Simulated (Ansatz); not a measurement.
A ladder of methods for [H2PO2]− (SMILES O=[PH2][O-])

[H2PO2]−: 5 atoms, total charge -1, spin state singlet. SMILES: `O=[PH2][O-]`. The coordinates come from a GFN2-xTB relaxation.

```
atom    x (Å)    y (Å)    z (Å)
   O  -0.5697   0.4181   1.3449
   P   0.0240  -0.0294   0.0671
   O   1.0871  -1.0561   0.1054
   H  -0.9935  -0.4178  -0.8312
   H   0.4521   1.0853  -0.6862
```

Quantity: the energy change with the O1–P2 bond stretched from 1.478 to 2.218 Å, in eV. The values are calculated.

```
                       level                   kind  program  value (eV)  less FCI/STO-3G
    BLYP/STO-3G (restricted)                    GGA   Ansatz        1.56            +0.19
   B3LYP/STO-3G (restricted)          global hybrid   Ansatz        1.67            +0.30
    PBE0/STO-3G (restricted)          global hybrid   Ansatz        1.89            +0.52
 r2SCAN0/STO-3G (restricted)        hybrid meta-GGA   Ansatz        1.99            +0.62
  B2PLYP/STO-3G (restricted)          double hybrid   Ansatz        1.62            +0.25
     MP2/STO-3G (restricted)    perturbation theory   Ansatz        1.55            +0.18
    CCSD/STO-3G (restricted)  coupled cluster or CI   Ansatz        1.31            -0.06
CCSDT(Q)/STO-3G (restricted)  coupled cluster or CI   Ansatz        1.36            -0.01
                  FCI/STO-3G     exact in the basis   Ansatz        1.37             0.00
```

FCI/STO-3G is exact within its basis and frozen core, so for wave-function methods in that basis the difference is their error; functionals converge differently with the basis, so for them it is only a difference. Sets without diffuse functions describe the anion poorly. The first shape isn't each level's own minimum. The values span 1.31 to 1.99 eV. All rows use very small basis sets, so none should be taken for the real molecule's value.

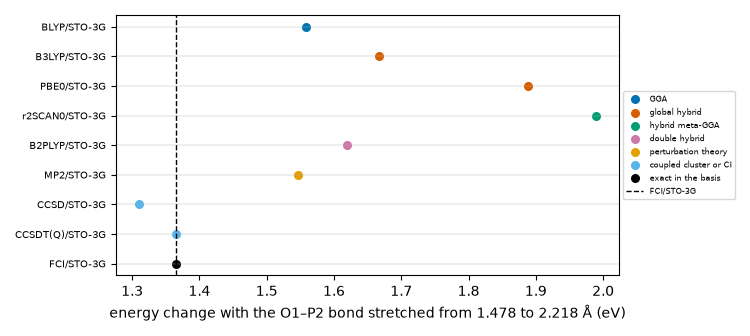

The values of the table, level by level.
